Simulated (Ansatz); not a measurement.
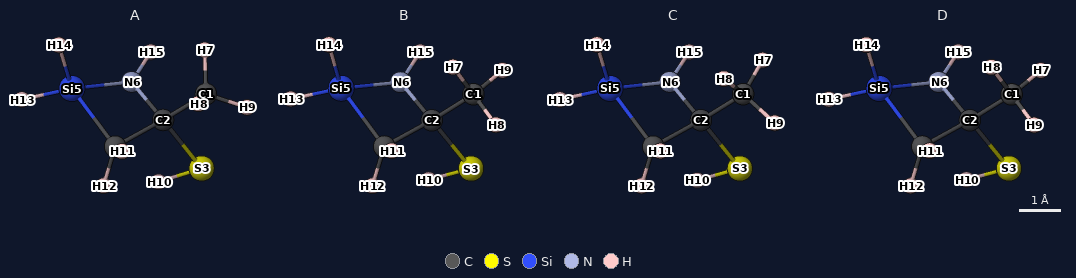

4 geometries from a converged minimum-energy path of C₃H₉NSSi, shuffled. Style: ball-and-stick. Shown from a free direction.

Theory: Ansatz 0.2.0, RKS PBE-D4/cc-pVDZ. Settings: 5 movable images; climbing image; force threshold 0.05 eV/Å; iteration limit 60; starting path by image-dependent pair potential.

> Which of them lies highest in energy?

A. In order along the path, whose images run from 0 to 6: D (image 0, 0.000 eV), C (image 1, +0.044 eV), A (image 3, +0.174 eV), B (image 6, 0.000 eV). The motion is a rotation about the C–C bond by about 120°. No bond forms or breaks between the ends.
